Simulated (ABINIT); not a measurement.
# BN (Qingsongite): G0W0 in ABINIT against the exchange cutoff

Wanted: the cheapest exchange cutoff that holds the gap of BN (Qingsongite).

Program: ABINIT 10.8.3. Level of theory: LDA and many-body steps on it, plane waves. Results are calculated unless marked as measured.

### Step 1. The structure

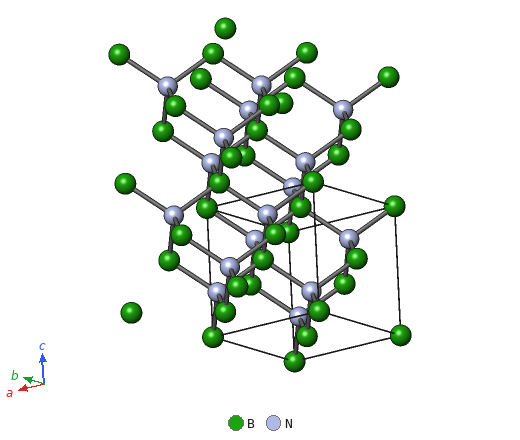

Start, viewed from a free direction; boron green, nitrogen light blue. 1×2×2 cells are drawn. This picture shows the conventional cell, with its axes. Bonds to atoms that aren't drawn are left out. Some periodic images of atoms are drawn too.

The cell and positions come from the Crystallography Open Database and are kept as given unless a step says otherwise.

### Step 2. Screening, 6×6×6 mesh, 23 bands, screening to 130.6 eV

This step: ABINIT 10.8.3; RPA screening on LDA, plane waves, norm-conserving pseudopotentials.

The RPA dielectric matrix is built and inverted for each q.

File run.abi:

```
acell 3*1.0 Angstrom
rprim 
  -0.000000000000 1.807500000000 1.807500000000
  1.807500000000 0.000000000000 1.807500000000
  1.807500000000 1.807500000000 -0.000000000000
ntypat 2
znucl 5 7
natom 2
typat 1 2
xred 
  0.000000000000 0.000000000000 0.000000000000
  0.250000000000 0.250000000000 0.250000000000
pp_dirpath "pseudos"
pseudos "B.upf, N.upf"
ecut 36
ngkpt 6 6 6
nshiftk 1
shiftk 0 0 0
kptopt 1
chksymbreak 0
istwfk *1
occopt 1
irdwfk 1
optdriver 3
nband 23
ecuteps 4.8
inclvkb 2
awtr 1
symchi 1
indata_prefix "in"
outdata_prefix "out"
tmpdata_prefix "tmp"
```

On the command line:

```sh
$ OMP_NUM_THREADS=1 mpirun -n 4 abinit run.abi > log
```

Log:

```text
.Version 10.8.3 of ABINIT. v10.8.2 released Aug 2026.

 Symmetries : space group F-4 3 m (#216); Bravais cF (face-center cubic)
[... echo of the input left out ...]
== DATASET  1 ==================================================================
-   mpi_nproc: 4, omp_nthreads: 1 (-1 if OMP is not activated)

--- !DatasetInfo
iteration_state: {dtset: 1, }
dimensions: {natom: 2, nkpt: 16, mband: 23, nsppol: 1, nspinor: 1, nspden: 1, mpw: 869, }
cutoff_energies: {ecut:  36.0, pawecutdg:  -1.0, }
electrons: {nelect:   8.00000000E+00, charge:   0.00000000E+00, occopt:   1.00000000E+00, tsmear:   1.00000000E-02, }

 SCREENING: Calculation of the susceptibility and dielectric matrices

 Based on a program developped by R.W. Godby, V. Olevano, G. Onida, and L. Reining.
 Incorporated in ABINIT by V. Olevano, G.-M. Rignanese, and M. Torrent.
.Using double precision arithmetic ; gwpc =  8

[... cell and pseudopotentials left out ...]
--------------------------------------------------------------------------------

 ==== K-mesh for the wavefunctions ====
 Number of points in the irreducible wedge :    16
[... list of points left out ...]
 Together with 24 symmetry operations and time-reversal symmetry
 yields   216 points in the full Brillouin Zone.

 ==== Q-mesh for the screening function ====
 Number of points in the irreducible wedge :    16
[... list of points left out ...]
 Together with 24 symmetry operations and time-reversal symmetry
 yields   216 points in the full Brillouin Zone.

 setmesh: FFT mesh size selected  =    18x   18x   18
          total number of points  =         5832

 vcoul_init : cutoff-mode = AUXILIARY_FUNCTION
 q-points for optical limit:   1
     1)      0.000010    0.000020    0.000030

- screening: taking advantage of time-reversal symmetry
- Maximum band index for partially occupied states nbvw = 4
- Remaining bands to be divided among processors   nbcw = 19
- Number of bands treated by each node ~4

 Number of electrons calculated from density =    8.0000; Expected =    8.0000
 average of density, n =  0.100376
 r_s =    1.3348
 omega_plasma =   30.5612 [eV]

 calculating chi0 at frequencies [eV] :
  1    0.000000E+00    0.000000E+00
  2    0.000000E+00    3.056116E+01

--------------------------------------------------------------------------------
  q-point number  1        q = ( 0.000000, 0.000000, 0.000000) [r.l.u.]
--------------------------------------------------------------------------------
[... chi0 elements left out ...]
 For q-point:  0.000010 0.000020 0.000030
  dielectric constant =   4.4652
  dielectric constant without local fields =   4.7826

  Average fulfillment of the sum rule on Im[epsilon] for q-point    1 :     50.75  [%]
[... wings left out ...]
  q-point number  2        q = ( 0.166667, 0.000000, 0.000000) [r.l.u.]
--------------------------------------------------------------------------------
[... chi0 elements left out ...]
  Average fulfillment of the sum rule on Im[epsilon] for q-point    2 :     85.20  [%]

 [... 14 further q-points ...]
```

Wall time 4 s (4 MPI ranks of Arm Neoverse V2, shared host); peak memory 0.31 GiB; 16 s of CPU time.

This step gave:

| Property | Result |
| --- | --- |
| ε∞ with local fields, on this mesh, along the program's q direction | 4.465 |
| the same without local fields | 4.783 |
| plasma frequency | 30.56 eV |
| plane waves in the screening matrix | 51 |

Local fields lower ε∞ by 7 %. On a Γ-centred mesh this coarse the value itself is usually too large, while a short band sum pulls it down.

### Step 3. 3.6 Ha

This step: G0W0 on LDA, plane waves, norm-conserving pseudopotentials.

run.abi: that of step 2 with these lines changed.

```diff
@@ -23,8 +23,17 @@
 irdwfk 1
-optdriver 3
+optdriver 4
 nband 23
+gwcalctyp 0
+ecutsigx 3.6
+symsigma 1
+nkptgw 2
+kptgw 
+  0.0000000000 0.0000000000 0.0000000000
+  0.5000000000 0.5000000000 0.0000000000
+bdgw 
+  2 7
+  3 6
 ecuteps 4.8
-inclvkb 2
-awtr 1
-symchi 1
+irdscr 1
+ppmodel 1
 indata_prefix "in"
```

Log:

```text
.Version 10.8.3 of ABINIT. v10.8.2 released Aug 2026.

 Symmetries : space group F-4 3 m (#216); Bravais cF (face-center cubic)
[... echo of the input left out ...]
== DATASET  1 ==================================================================
-   mpi_nproc: 4, omp_nthreads: 1 (-1 if OMP is not activated)

--- !DatasetInfo
iteration_state: {dtset: 1, }
dimensions: {natom: 2, nkpt: 16, mband: 23, nsppol: 1, nspinor: 1, nspden: 1, mpw: 869, }
cutoff_energies: {ecut:  36.0, pawecutdg:  -1.0, }
electrons: {nelect:   8.00000000E+00, charge:   0.00000000E+00, occopt:   1.00000000E+00, tsmear:   1.00000000E-02, }

 SIGMA: Calculation of the GW corrections

 Based on a program developped by R.W. Godby, V. Olevano, G. Onida, and L. Reining.
 Incorporated in ABINIT by V. Olevano, G.-M. Rignanese, and M. Torrent.
.Using double precision arithmetic ; gwpc =  8

[... cell and pseudopotentials left out ...]
--------------------------------------------------------------------------------

 ==== K-mesh for the wavefunctions ====
 Number of points in the irreducible wedge :    16
[... list of points left out ...]
 Together with 24 symmetry operations and time-reversal symmetry
 yields   216 points in the full Brillouin Zone.

 ==== Q-mesh for screening function ====
 Number of points in the irreducible wedge :    16
[... list of points left out ...]
 Together with 24 symmetry operations and time-reversal symmetry
 yields   216 points in the full Brillouin Zone.

 vcoul_init : cutoff-mode = AUXILIARY_FUNCTION
 q-points for optical limit:   1
     1)      0.000010    0.000020    0.000030
 setmesh: FFT mesh size selected  =    18x   18x   18
          total number of points  =         5832

 Number of electrons calculated from density =    8.0000; Expected =    8.0000
 average of density, n =  0.100376
 r_s =    1.3348
 omega_plasma =   30.5612 [eV]

 === KS Band Gaps ===
  >>>> For spin  1
   Minimum direct gap =   8.7475 [eV], located at k-point      :   0.0000  0.0000  0.0000
   Fundamental gap    =   4.4200 [eV], Top of valence bands at :   0.0000  0.0000  0.0000
                                       Bottom of conduction at :   0.5000  0.5000  0.0000
 SIGMA fundamental parameters:
 PLASMON POLE MODEL  1
 number of plane-waves for SigmaX                   27
 number of plane-waves for SigmaC and W             27
 number of plane-waves for wavefunctions           869
 number of bands                                    23
 number of independent spin polarizations            1
 number of spinorial components                      1
 number of k-points in IBZ                          16
 number of q-points in IBZ                          16
 number of symmetry operations                      24
 number of k-points in BZ                          216
 number of q-points in BZ                          216
 number of frequencies for dSigma/dE                 9
 frequency step for dSigma/dE [eV]                0.25
 number of omega for Sigma on real axis              0
 max omega for Sigma on real axis  [eV]           0.00
 zcut for avoiding poles [eV]                     0.10

 EPSILON^-1 parameters (SCR file):
 dimension of the eps^-1 matrix on file             51
 dimension of the eps^-1 matrix used                27
 number of plane-waves for wavefunctions           869
 number of bands                                    23
 number of q-points in IBZ                          16
 number of frequencies                               2
 number of real frequencies                          1
 number of imag frequencies                          1

 matrix elements of self-energy operator (all in [eV])

 Perturbative Calculation

--- !SelfEnergy_ee
iteration_state: {dtset: 1, }
kpoint     : [   0.000,    0.000,    0.000, ]
spin       : 1
KS_gap     :    8.748
QP_gap     :    9.905
Delta_QP_KS:    1.158
data: !SigmaeeData |
     Band     E0 <VxcDFT>   SigX SigC(E0)      Z dSigC/dE  Sig(E)    E-E0       E
        2   8.006 -18.334 -20.291   3.274   0.835  -0.197 -17.234   1.099   9.105
        3   8.006 -18.334 -20.291   3.274   0.835  -0.197 -17.234   1.099   9.105
        4   8.006 -18.334 -20.291   3.274   0.835  -0.197 -17.234   1.099   9.105
        5  16.753 -13.840  -6.503  -4.671   0.847  -0.181 -11.583   2.257  19.011
        6  16.753 -13.840  -6.503  -4.671   0.847  -0.181 -11.583   2.257  19.011
        7  16.753 -13.840  -6.503  -4.671   0.847  -0.181 -11.583   2.257  19.011

--- !SelfEnergy_ee
iteration_state: {dtset: 1, }
kpoint     : [   0.500,    0.500,    0.000, ]
spin       : 1
KS_gap     :    9.351
QP_gap     :   11.042
Delta_QP_KS:    1.691
data: !SigmaeeData |
     Band     E0 <VxcDFT>   SigX SigC(E0)      Z dSigC/dE  Sig(E)    E-E0       E
        3   3.075 -16.416 -20.588   4.102   0.822  -0.216 -16.473  -0.057   3.018
        4   3.075 -16.416 -20.588   4.102   0.822  -0.216 -16.473  -0.057   3.018
        5  12.426 -12.866  -6.861  -4.101   0.858  -0.166 -11.232   1.634  14.060
        6  17.261 -12.887  -6.366  -4.578   0.854  -0.171 -11.227   1.660  18.921

== END DATASET(S) ==============================================================
================================================================================

 -outvars: echo values of variables after computation  --------
           etotal      0.0000000000E+00
            nband          23
             nkpt          16
          spgroup         216
 [... the other variables as echoed above ...]

 Calculation completed.
```

Wall time 1.7 s (4 MPI ranks); peak memory 0.08 GiB.

This step gave:

| Item | Value |
| --- | --- |
| G0W0 gap on the points computed | 4.955 eV |
| starting gap on the mesh | 4.420 eV |
| k of the valence top | 0, 0, 0 |
| k of the conduction bottom | 0.5, 0.5, 0 |
| Z at the valence top | 0.835 |
| Z at the conduction bottom | 0.858 |
| least direct G0W0 gap on the computed points | 9.906 eV |

### Step 4. 7.2 Ha

run.abi: that of step 3 with these lines changed.

```diff
@@ -26,3 +26,3 @@
 gwcalctyp 0
-ecutsigx 3.6
+ecutsigx 7.2
 symsigma 1
```

Log:

```text
.Version 10.8.3 of ABINIT. v10.8.2 released Aug 2026.

 Symmetries : space group F-4 3 m (#216); Bravais cF (face-center cubic)
[... echo of the input left out ...]
== DATASET  1 ==================================================================
-   mpi_nproc: 4, omp_nthreads: 1 (-1 if OMP is not activated)

--- !DatasetInfo
iteration_state: {dtset: 1, }
dimensions: {natom: 2, nkpt: 16, mband: 23, nsppol: 1, nspinor: 1, nspden: 1, mpw: 869, }
cutoff_energies: {ecut:  36.0, pawecutdg:  -1.0, }
electrons: {nelect:   8.00000000E+00, charge:   0.00000000E+00, occopt:   1.00000000E+00, tsmear:   1.00000000E-02, }

 SIGMA: Calculation of the GW corrections

 Based on a program developped by R.W. Godby, V. Olevano, G. Onida, and L. Reining.
 Incorporated in ABINIT by V. Olevano, G.-M. Rignanese, and M. Torrent.
.Using double precision arithmetic ; gwpc =  8

[... cell and pseudopotentials left out ...]
--------------------------------------------------------------------------------

 ==== K-mesh for the wavefunctions ====
 Number of points in the irreducible wedge :    16
[... list of points left out ...]
 Together with 24 symmetry operations and time-reversal symmetry
 yields   216 points in the full Brillouin Zone.

 ==== Q-mesh for screening function ====
 Number of points in the irreducible wedge :    16
[... list of points left out ...]
 Together with 24 symmetry operations and time-reversal symmetry
 yields   216 points in the full Brillouin Zone.

 vcoul_init : cutoff-mode = AUXILIARY_FUNCTION
 q-points for optical limit:   1
     1)      0.000010    0.000020    0.000030
 setmesh: FFT mesh size selected  =    20x   20x   20
          total number of points  =         8000

 Number of electrons calculated from density =    8.0000; Expected =    8.0000
[...]
number of omega for Sigma on real axis              0
 max omega for Sigma on real axis  [eV]           0.00
 zcut for avoiding poles [eV]                     0.10

 EPSILON^-1 parameters (SCR file):
 dimension of the eps^-1 matrix on file             51
 dimension of the eps^-1 matrix used                51
 number of plane-waves for wavefunctions           869
 number of bands                                    23
 number of q-points in IBZ                          16
 number of frequencies                               2
 number of real frequencies                          1
 number of imag frequencies                          1

 matrix elements of self-energy operator (all in [eV])

 Perturbative Calculation

--- !SelfEnergy_ee
iteration_state: {dtset: 1, }
kpoint     : [   0.000,    0.000,    0.000, ]
spin       : 1
KS_gap     :    8.748
QP_gap     :   10.545
Delta_QP_KS:    1.798
data: !SigmaeeData |
     Band     E0 <VxcDFT>   SigX SigC(E0)      Z dSigC/dE  Sig(E)    E-E0       E
        2   8.006 -18.334 -21.527   3.185   0.831  -0.204 -18.341  -0.007   7.999
        3   8.006 -18.334 -21.527   3.185   0.831  -0.204 -18.341  -0.007   7.999
        4   8.006 -18.334 -21.527   3.185   0.831  -0.204 -18.341  -0.007   7.999
[...]
--- !SelfEnergy_ee
iteration_state: {dtset: 1, }
kpoint     : [   0.500,    0.500,    0.000, ]
spin       : 1
KS_gap     :    9.351
QP_gap     :   11.270
Delta_QP_KS:    1.919
data: !SigmaeeData |
     Band     E0 <VxcDFT>   SigX SigC(E0)      Z dSigC/dE  Sig(E)    E-E0       E
[...]
5  12.426 -12.866  -7.338  -4.081   0.856  -0.169 -11.628   1.238  13.664
        6  17.261 -12.887  -6.674  -4.596   0.853  -0.173 -11.508   1.379  18.640

== END DATASET(S) ==============================================================
================================================================================

 -outvars: echo values of variables after computation  --------
           etotal      0.0000000000E+00
            nband          23
             nkpt          16
          spgroup         216
 [... the other variables as echoed above ...]

 Calculation completed.
```

Run time: 1.8 s. Hardware: 4 MPI ranks; peak memory 0.08 GiB.

Numbers from this step:

```yaml
g0w0_gap_on_the_points_computed: 5.665 eV
starting_gap_on_the_mesh: 4.420 eV
k_of_the_valence_top: 0, 0, 0
k_of_the_conduction_bottom: 0.5, 0.5, 0
z_at_the_valence_top: 0.831
z_at_the_conduction_bottom: 0.856
least_direct_g0w0_gap_on_the_computed_points: 10.55 eV
```

(Continued in part 2 of 2.)

[Paths, hosts, dates, memory and timing lines, banners, echoed tables and standing remarks are left out of the program output.]

[Logs are printed without paths, hosts, clocks, repeated set-up lines and the standing remarks that a program may print on its own settings, such as how far it seeks lower states.]

[Runs of the session that timed out or met a known fault of the program may be left out.]

[Hosts, paths, dates, database ids (printed as entryN), source tags and the programs' standing remarks are cut or masked in the printed files.]

[G0W0 gaps are taken among the corrected bands and points alone; a level outside them can change the order at an edge.]

[Where Ansatz stands beside ABINIT at settings called matched, ABINIT's density can come from a denser mesh and the files from another edition; pairs whose starting gaps differed by over 0.03 eV were left out, so agreement reads better than it is.]
